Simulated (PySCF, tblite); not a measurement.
# C₇H₈FNSi: infrared bands, NMR shifts and electronic excitations in gas and solvents, part 2 of 2

tblite 0.8.0 and PySCF 2.14.0. Atoms count from 0. The steps go on from the part before.

## 6. TDDFT and polarisability: CAM-B3LYP/def2-SVPD

The job: settings as JSON, then the geometry in Å.

```
{"job": {"kind": "uv", "xc": "CAM-B3LYP", "basis": "def2-SVPD", "ip": true}, "charge": 0, "multiplicity": 1}
C     -2.484909     2.486154     0.114916
C     -1.951242     1.420193    -0.128294
Si    -1.183770    -0.202843    -0.491551
C     -1.850858    -1.513273     0.646591
N      0.583124    -0.073713    -0.307493
C      1.536454    -0.187528    -1.313149
C      2.782924    -0.032780    -0.762410
C      2.618289     0.189301     0.640874
C      1.268692     0.154324     0.852261
F      0.576870     0.305877     1.972424
H     -2.948969     3.432012     0.333074
H     -1.365475    -0.528071    -1.931364
H     -2.941444    -1.607134     0.533285
H     -1.386932    -2.485511     0.420806
H     -1.627760    -1.252530     1.691522
H      1.233708    -0.371996    -2.341136
H      3.727059    -0.072685    -1.302267
H      3.384248     0.353080     1.394423
```

Level: TDDFT CAM-B3LYP/def2-SVPD, vertical, gas phase, core orbitals frozen in the response.

Standard output:

```text
coarse grid: 16336 points
cycle   1  E = -714.8211032303  dE =  1.690e+00  |g| = 6.105e-01  |ddm| = 1.017e+01
cycle   2  E = -714.8287470237  dE = -7.644e-03  |g| = 6.282e-01  |ddm| = 2.195e+00
cycle   3  E = -714.9088246310  dE = -8.008e-02  |g| = 9.248e-02  |ddm| = 9.804e-01
cycle   4  E = -714.9104426406  dE = -1.618e-03  |g| = 4.451e-02  |ddm| = 2.465e-01
cycle   5  E = -714.9108685285  dE = -4.259e-04  |g| = 1.077e-02  |ddm| = 9.860e-02
cycle   6  E = -714.9108916768  dE = -2.315e-05  |g| = 3.149e-03  |ddm| = 2.768e-02
cycle   7  E = -714.9108941342  dE = -2.457e-06  |g| = 7.904e-04  |ddm| = 7.706e-03
final grid: 155960 points
cycle   8  E = -715.0243206344  dE = -3.819e-05  |g| = 4.484e-03  |ddm| = 1.171e-01
cycle   9  E = -715.0243193570  dE =  1.277e-06  |g| = 5.429e-03  |ddm| = 1.670e-02
cycle  10  E = -715.0243249651  dE = -5.608e-06  |g| = 6.135e-04  |ddm| = 6.375e-03
cycle  11  E = -715.0243250342  dE = -6.908e-08  |g| = 2.708e-04  |ddm| = 1.203e-03
cycle  12  E = -715.0243250498  dE = -1.560e-08  |g| = 1.245e-04  |ddm| = 5.973e-04
cycle  13  E = -715.0243250534  dE = -3.648e-09  |g| = 1.284e-05  |ddm| = 1.794e-04
cycle  14  E = -715.0243250535  dE = -4.479e-11  |g| = 6.202e-06  |ddm| = 4.158e-05
converged SCF energy = -715.0243250535

Static polarisability (au): isotropic 109.046, principal 94.906 102.322 129.910

Singlet excitations
state   eV       nm        f      main configurations
  1   5.6906    217.9   0.00529   H->L 0.84
  2   5.8778    210.9   0.00379   H->L+1 0.77
  3   5.9191    209.5   0.00122   H-2->L 0.66, H-3->L+1 0.11
  4   6.1855    200.4   0.01093   H->L+2 0.41, H->L+3 0.12
  5   6.2075    199.7   0.00558   H-3->L 0.31, H-2->L+1 0.24
  6   6.2569    198.2   0.00584   H-3->L+1 0.44, H-2->L 0.12, H-3->L+2 0.09
  7   6.3384    195.6   0.06389   H->L+3 0.75
  8   6.5629    188.9   0.02804   H->L+5 0.55, H->L+7 0.21
  9   6.6700    185.9   0.02548   H-1->L 0.27, H->L+4 0.15, H-1->L+3 0.13
 10   6.9000    179.7   0.01304   H-1->L 0.49, H-1->L+1 0.12, H->L+4 0.09

Triplet excitations (Tamm-Dancoff, eV): 4.1583 4.8731 5.2865 5.3324
Vertical ionisation energy (delta-SCF) = 8.1018 eV
```

Run time: 7.8 min. Hardware: 1 thread of Intel Xeon at 2.50GHz, shared host; peak memory 1.3 GiB.

The orbitals next to the gap, with their largest atomic shares:

```csv
orbital,eV,atoms
HOMO−3,-9.94,"C1 43 %, C0 41 %, Si2 5 %"
HOMO−2,-9.75,"C1 39 %, C0 39 %, Si2 7 %"
HOMO−1,-8.61,"N4 28 %, C7 24 %, C6 23 %"
HOMO,-7.39,"C5 28 %, C8 22 %, C6 16 %"
LUMO,0.70,"C0 28 %, C1 26 %, Si2 18 %"
LUMO+1,0.80,"C0 23 %, C1 21 %, Si2 19 %"
LUMO+2,1.34,"C0 26 %, Si2 19 %, C1 14 %"
```

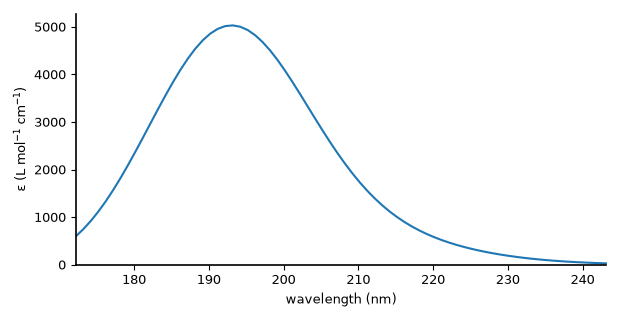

Absorption spectrum: each of the 10 states is a Gaussian band of 0.4 eV half-width at 1/e. Beyond the last state computed it falls off for lack of states.

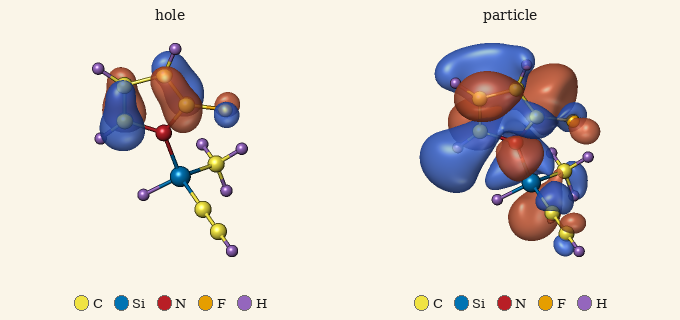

Leading natural transition orbitals of singlet state 7: the electron leaves the hole (left) for the particle orbital (right).

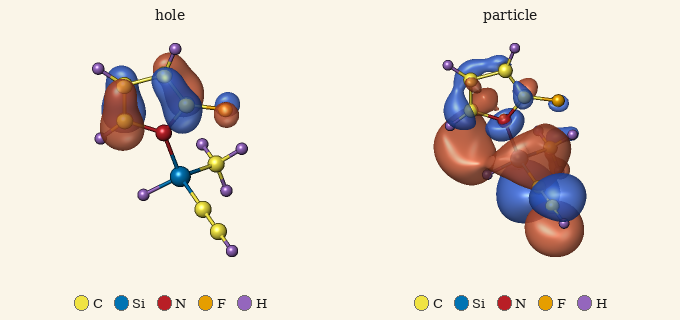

Leading natural transition orbitals of singlet state 1: the electron leaves the hole (left) for the particle orbital (right).

Ground-state properties from the same run:

```csv
property,computed
dipole moment (D),1.66
polarisability (Å³),16.16
HOMO–LUMO gap (eV),8.10
−ε(HOMO) (eV),7.40
```

## 7. Nuclear shieldings: PBE0/pcSseg-1 in chloroform

The job, as its differences from that of step 6:

```diff
@@ -1,2 +1,2 @@
-{"job": {"kind": "uv", "xc": "CAM-B3LYP", "basis": "def2-SVPD", "ip": true}, "charge": 0, "multiplicity": 1}
+{"job": {"kind": "nmr", "xc": "PBE0", "basis": "pcSseg-1", "solvent": "chloroform", "pop": true}, "charge": 0, "multiplicity": 1}
 C     -2.484909     2.486154     0.114916
```

With the program's defaults for keys left out, this is: GIAO PBE0/pcSseg-1 NMR shielding, non-relativistic, IEF-PCM chloroform.

Standard output:

```text
coarse grid: 16336 points
cycle   1  E = -714.7862312401  dE =  1.543e+00  |g| = 6.551e-01  |ddm| = 4.096e+00
cycle   2  E = -714.7377034111  dE =  4.853e-02  |g| = 8.098e-01  |ddm| = 1.148e+00
cycle   3  E = -714.8793358817  dE = -1.416e-01  |g| = 1.306e-01  |ddm| = 6.675e-01
cycle   4  E = -714.8830289642  dE = -3.693e-03  |g| = 4.228e-02  |ddm| = 1.288e-01
cycle   5  E = -714.8833807580  dE = -3.518e-04  |g| = 1.376e-02  |ddm| = 3.396e-02
cycle   6  E = -714.8834192281  dE = -3.847e-05  |g| = 3.842e-03  |ddm| = 1.212e-02
cycle   7  E = -714.8834220520  dE = -2.824e-06  |g| = 1.671e-03  |ddm| = 3.637e-03
final grid: 155960 points
cycle   8  E = -714.9479400307  dE = -3.872e-05  |g| = 8.496e-03  |ddm| = 3.614e-02
cycle   9  E = -714.9479241495  dE =  1.588e-05  |g| = 1.213e-02  |ddm| = 1.517e-02
cycle  10  E = -714.9479563799  dE = -3.223e-05  |g| = 2.437e-03  |ddm| = 8.814e-03
cycle  11  E = -714.9479577781  dE = -1.398e-06  |g| = 5.073e-04  |ddm| = 1.858e-03
cycle  12  E = -714.9479578335  dE = -5.538e-08  |g| = 1.794e-04  |ddm| = 4.372e-04
cycle  13  E = -714.9479578390  dE = -5.488e-09  |g| = 3.498e-05  |ddm| = 1.248e-04
cycle  14  E = -714.9479578392  dE = -2.199e-10  |g| = 1.686e-05  |ddm| = 4.254e-05
converged SCF energy = -714.9479578392

GIAO shielding tensors (ppm)
atom      isotropic    diamagn.    paramagn.     s11        s22        s33       span
  0 C       76.650     261.893    -185.243     -7.590     -3.089    240.628    248.218
  1 C       98.597     259.183    -160.587      0.424      4.255    291.110    290.686
  2 Si     383.459     881.853    -498.393    338.906    388.387    423.086     84.180
  3 C      185.747     255.406     -69.659    175.615    190.606    191.020     15.405
  4 N       92.896     334.433    -241.537     39.129     61.164    178.394    139.265
  5 C       65.003     248.489    -183.487    -17.486     81.804    130.689    148.175
  6 C       70.035     258.601    -188.566    -12.555     61.800    160.862    173.417
  7 C       91.843     258.459    -166.616     40.178     74.184    161.167    120.989
  8 C       25.761     248.744    -222.983    -38.271     53.971     61.582     99.853
  9 F      317.215     476.309    -159.094    241.341    322.033    388.270    146.930
 10 H       28.401      32.042      -3.641     23.326     23.581     38.296     14.970
 11 H       26.228      29.079      -2.851     22.517     24.910     31.255      8.738
 12 H       30.741      27.275       3.466     26.404     27.401     38.418     12.014
 13 H       30.706      29.902       0.804     26.344     28.219     37.555     11.211
 14 H       30.137      31.039      -0.902     25.134     29.431     35.846     10.712
 15 H       24.928      30.038      -5.111     20.946     26.359     27.479      6.532
 16 H       24.944      30.395      -5.451     22.450     24.695     27.686      5.236
 17 H       25.384      30.842      -5.459     22.088     25.269     28.794      6.706
```

It took 2.1 min on 1 thread of Intel Xeon at 2.50GHz, shared host; peak memory 1.2 GiB.

Key values: δ C8 159.4, C5 120.2, C6 115.1, C0 108.5, H15 6.32, H16 6.30 ppm.

## 8. Nuclear shieldings: PBE0/pcSseg-1 in water

The job, as its differences from that of step 7:

```diff
@@ -1,2 +1,2 @@
-{"job": {"kind": "nmr", "xc": "PBE0", "basis": "pcSseg-1", "solvent": "chloroform", "pop": true}, "charge": 0, "multiplicity": 1}
+{"job": {"kind": "nmr", "xc": "PBE0", "basis": "pcSseg-1", "solvent": "water", "pop": false}, "charge": 0, "multiplicity": 1}
 C     -2.484909     2.486154     0.114916
```

Method: GIAO PBE0/pcSseg-1 NMR shielding, non-relativistic, IEF-PCM water.

Standard output:

```text
coarse grid: 16336 points
cycle   1  E = -714.7902413442  dE =  1.539e+00  |g| = 6.518e-01  |ddm| = 4.096e+00
cycle   2  E = -714.7454084726  dE =  4.483e-02  |g| = 7.984e-01  |ddm| = 1.113e+00
cycle   3  E = -714.8827015686  dE = -1.373e-01  |g| = 1.229e-01  |ddm| = 6.434e-01
cycle   4  E = -714.8859008942  dE = -3.199e-03  |g| = 4.126e-02  |ddm| = 1.189e-01
cycle   5  E = -714.8862364495  dE = -3.356e-04  |g| = 1.316e-02  |ddm| = 3.248e-02
cycle   6  E = -714.8862716423  dE = -3.519e-05  |g| = 3.601e-03  |ddm| = 1.125e-02
cycle   7  E = -714.8862741685  dE = -2.526e-06  |g| = 1.468e-03  |ddm| = 3.292e-03
final grid: 155960 points
cycle   8  E = -714.9507724862  dE = -3.964e-05  |g| = 8.305e-03  |ddm| = 3.638e-02
cycle   9  E = -714.9507606769  dE =  1.181e-05  |g| = 1.131e-02  |ddm| = 1.438e-02
cycle  10  E = -714.9507883895  dE = -2.771e-05  |g| = 2.086e-03  |ddm| = 8.088e-03
cycle  11  E = -714.9507893649  dE = -9.754e-07  |g| = 4.880e-04  |ddm| = 1.609e-03
cycle  12  E = -714.9507894178  dE = -5.291e-08  |g| = 1.761e-04  |ddm| = 4.215e-04
cycle  13  E = -714.9507894233  dE = -5.519e-09  |g| = 3.356e-05  |ddm| = 1.219e-04
cycle  14  E = -714.9507894235  dE = -2.012e-10  |g| = 1.522e-05  |ddm| = 3.948e-05
converged SCF energy = -714.9507894235

GIAO shielding tensors (ppm)
atom      isotropic    diamagn.    paramagn.     s11        s22        s33       span
  0 C       75.712     261.452    -185.740     -9.049     -4.572    240.757    249.806
  1 C       98.691     259.316    -160.625      0.571      4.351    291.150    290.579
  2 Si     383.235     881.885    -498.650    337.766    388.149    423.789     86.023
  3 C      185.952     255.479     -69.528    175.696    190.890    191.269     15.572
  4 N       91.822     334.365    -242.542     38.029     59.122    178.316    140.287
  5 C       64.270     248.281    -184.011    -18.423     80.267    130.966    149.389
  6 C       70.390     258.699    -188.309    -12.086     62.109    161.147    173.233
  7 C       92.100     258.405    -166.305     40.611     74.240    161.450    120.839
  8 C       25.784     248.726    -222.942    -38.413     54.390     61.375     99.787
  9 F      317.790     476.382    -158.592    242.183    322.248    388.939    146.756
 10 H       28.236      31.849      -3.613     23.126     23.379     38.203     15.077
 11 H       26.174      29.004      -2.830     22.449     24.843     31.230      8.780
 12 H       30.663      27.190       3.473     26.296     27.296     38.398     12.102
 13 H       30.635      29.826       0.809     26.246     28.123     37.537     11.291
 14 H       30.164      31.043      -0.879     25.154     29.461     35.877     10.723
 15 H       24.800      29.925      -5.125     20.777     26.258     27.365      6.587
 16 H       24.880      30.429      -5.549     22.357     24.614     27.668      5.311
 17 H       25.316      30.820      -5.504     21.995     25.176     28.778      6.783
```

Wall time 1.9 min (1 thread of Intel Xeon at 2.50GHz, shared host); peak memory 1.1 GiB.

Key values: δ C8 159.7, C5 121.2, C6 115.1, C0 109.8, H15 6.44, H16 6.36 ppm.

## 9. Side by side: NMR shifts

Shifts (ppm) of some atoms, chosen among heavy atoms and hydrogens apart, with basis size and wall time:

```csv
run,C8,C5,C0,H15,H10,N4,F9,functions,time
PBE0/pcSseg-1,158.6,118.0,105.7,6.08,2.48,170.1,-138.5,217,2.4 min
PBE0/pcSseg-1 in chloroform,159.4,120.2,108.5,6.32,2.85,174.9,-137.6,217,2.1 min
PBE0/pcSseg-1 in water,159.7,121.2,109.8,6.44,3.00,176.8,-137.2,217,1.9 min
```

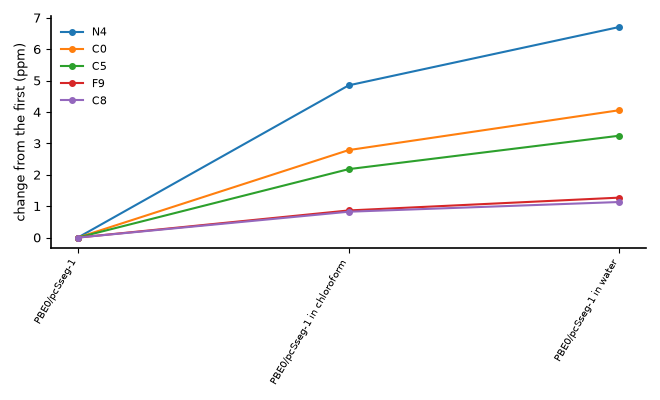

How five of the tabulated atoms move from run to run.

The continuum's effect on the ground state:

```csv
solvent,ε,polarisation energy (Eh),μ (D)
chloroform,4.71,-0.0069,2.07
water,78.36,-0.0103,2.23
```

## 10. Outcome

This closing draws on all 2 parts.

```
                                                              quantity                                             value
                             strongest single infrared mode (GFN2-xTB)                             2246 cm⁻¹, 287 km/mol
                                          zero-point energy (GFN2-xTB)                                     79.6 kcal/mol
                                                           point group                                                C1
                                  rotational constants (main isotopes)                              1.80, 0.80, 0.79 GHz
                                13C shifts against TMS (PBE0/pcSseg-1)  158.6, 118.0, 115.3, 105.7, 93.3, 86.0, -0.9 ppm
1H shifts against TMS (PBE0/pcSseg-1, means over atoms taken as alike)            6.20, 6.08, 5.74, 4.95, 2.48, 0.63 ppm
                               29Si shifts against TMS (PBE0/pcSseg-1)                                         -32.2 ppm
                                15N shifts against NH3 (PBE0/pcSseg-1)                                         170.1 ppm
                              19F shifts against CFCl3 (PBE0/pcSseg-1)                                        -138.5 ppm
                                 surface potential, least and greatest                                -0.95 V and 1.55 V
                                  lowest singlet (CAM-B3LYP/def2-SVPD)                       5.69 eV (218 nm), f = 0.005
                              brightest single state of those computed                       state 7, 6.34 eV, f = 0.064
                                                        lowest triplet                                           4.16 eV
                                     vertical ionisation energy (ΔSCF)                                           8.10 eV
                                              range of the shift of N4                                170.1 to 176.8 ppm
```

The optimisation took 65 steps and gained 0.244 eV; among the close pairs (by a distance rule), Si2–C3 changed most, from 1.845 to 1.894 Å (GFN2-xTB). No mode is imaginary among the 48: a minimum at this level. The strongest single mode, at 2246 cm⁻¹, moves mainly H11. Unscaled tight-binding wavenumbers are off by several per cent, some by more. Its intensities can rank the bands wrongly. Over 10 steps the energy fell by 0.301 eV; of the close pairs, C3–H12 changed most, 1.146 to 1.100 Å (PBE0/def2-SVP). At PBE0/pcSseg-1: The widest tensor belongs to C1: span 291 ppm, with a paramagnetic part of -161 ppm. NICS(1)zz of -25 ppm above the planar ring from N4 marks a diatropic (aromatic) ring current. By nearest atom (PBE0/pcSseg-1), the HOMO sits on C5, C8 about 28 % each; C6, C7 about 13 % each and the LUMO on C0, C1 about 27 % each; Si2 15 %. The lowest singlet, at 5.69 eV, is HOMO→LUMO 0.84 and is weak; of the 10 states computed, the strongest absorption comes from state 7 at 6.34 eV. The lowest triplet lies 1.53 eV below the lowest singlet (triplets in Tamm-Dancoff, singlets in full TDDFT). Across the 3 runs the shift of N4 moves most, between 170.1 (PBE0/pcSseg-1) and 176.8 ppm (PBE0/pcSseg-1 in water). Part of that comes from the computed reference. The continuum holds electrostatics alone: no hydrogen bonds to the solvent, and the gas-phase geometry is kept.
